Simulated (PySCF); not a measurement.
**GeH2F (SMILES [F][GeH2]): UCISD/STO-3G**

Aim: the vertical doublet–quartet gap of GeH2F at UCISD/STO-3G, from 2 runs. 

The results are computed with PySCF 2.14.0.

8 further runs of the same task are left out: 2 that didn't finish, 6 set aside as unsound or not needed.

**1. Starting point**

The species is GeH2F (4 atoms), meant as a doublet with charge 0. SMILES: `[F][GeH2]`. The shape is that of a PBE0-D4/def2-TZVP optimisation.

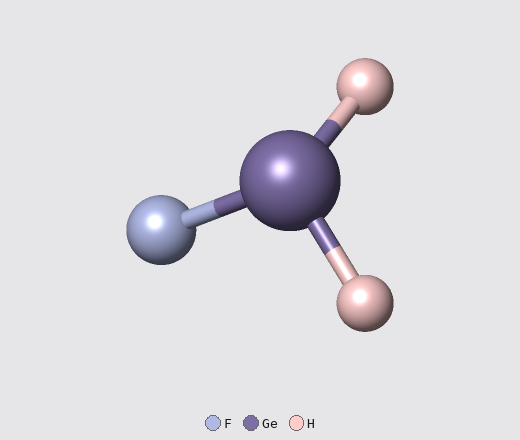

The structure, seen from a chosen angle (fluorine light blue, germanium purple, hydrogen pink).

**2. The energy at UCISD/STO-3G**

Input file calc.py:

```python
# [F][GeH2]
from pyscf import gto, ci

system = gto.M(
    atom=[
    ('F', (0.138200, -0.585400, 1.442000)),
    ('Ge', (0.305700, -0.223200, -0.257100)),
    ('H', (-1.078800, -0.527800, -0.882000)),
    ('H', (0.690400, 1.276000, -0.323100)),
],
    verbose=3,
    charge=0,
    spin=1,
    max_memory=1860,
    basis='sto-3g',
)

mf = system.UHF()
mf.conv_tol = 1e-10
mf.kernel()
if not mf.converged:
    mf = mf.newton().run(mf.mo_coeff, mf.mo_occ)

cisd = ci.CISD(mf, frozen=10)
cisd.kernel()
e_final = cisd.e_tot
print('E(%s) = %.9f' % ('CISD', e_final))
```

Command:

```bash
$ OMP_NUM_THREADS=1 python calc.py
```

Standard output:

```text
converged SCF energy = -2150.90428521367  <S^2> = 0.75272305  2S+1 = 2.0027212
E(UCISD) = -2150.97112482868  E_corr = -0.06683961500937641
E(CISD) = -2150.971124829
```

It took 2.4 s on 1 thread of AMD EPYC 7R43 (Zen 3), shared host; peak memory 0.099 GiB.

**3. The quartet**

Input file run.py:

```python
from pyscf import gto, ci

mol = gto.M(
    atom='''
F      0.261160    -1.106246     2.724985
Ge     0.577689    -0.421787    -0.485849
H     -2.038637    -0.997397    -1.666738
H      1.304667     2.411291    -0.610571
''',
    spin=3,
    basis='sto-3g',
    charge=0,
    verbose=3,
    max_memory=1860,
    unit='bohr',
)

hf = mol.UHF()
hf.conv_tol = 1e-10
hf.kernel()
if not hf.converged:
    hf = hf.newton().run(hf.mo_coeff, hf.mo_occ)

cisd = ci.CISD(hf, frozen=10)
cisd.kernel()
e_final = cisd.e_tot
print(f'total energy: {e_final:.8f} hartree')
```

Command:

```bash
$ OMP_NUM_THREADS=1 python run.py
```

Standard output:

```text
WARN: HOMO -0.0369450288728262 >= LUMO -0.58719860601958

WARN: HOMO 0.168985408711056 >= LUMO 0.040459557889482

WARN: HOMO 0.0505054463965072 >= LUMO 0.0293254580027138

converged SCF energy = -2150.62367322258  <S^2> = 3.7552988  2S+1 = 4.0026485
E(UCISD) = -2150.664866832514  E_corr = -0.04119360993701586
total energy: -2150.66486683 hartree
```

It took 1.8 s on 1 thread of AMD EPYC 7R43 (Zen 3), shared host; peak memory 0.11 GiB.

**4. Outcome**

Level: UCISD/STO-3G, 10 core orbitals frozen.

| quantity | value |
| --- | --- |
| doublet: total energy | -2150.97112 Eh |
| doublet: dipole moment (Hartree–Fock density) | 1.49 D |
| doublet: HOMO energy (Hartree–Fock orbitals) (highest over α and β) | -6.72 eV |
| doublet: LUMO energy (Hartree–Fock orbitals) (lowest over α and β) | 4.86 eV |
| doublet: correlation energy (10 core orbitals frozen) | -66.8 mEh |
| doublet: ⟨S²⟩ of the reference determinant | 0.753 |
| quartet: total energy | -2150.66487 Eh |
| quartet: dipole moment (Hartree–Fock density) | 2.16 D |
| quartet: HOMO energy (Hartree–Fock orbitals) (highest over α and β) | -0.06 eV |
| quartet: LUMO energy (Hartree–Fock orbitals) (lowest over α and β) | 5.88 eV |
| quartet: correlation energy (10 core orbitals frozen) | -41.2 mEh |
| quartet: ⟨S²⟩ of the reference determinant | 3.755 |
| vertical energy of the quartet above the doublet | 8.334 eV |

At this shape the quartet lies 8.33 eV (804 kJ/mol) above the doublet. In a minimal basis such a difference can be off by several eV, whatever the method. Mulliken charges (quartet) of the mean-field density run from -0.13 on H3 to +0.16 on F1.
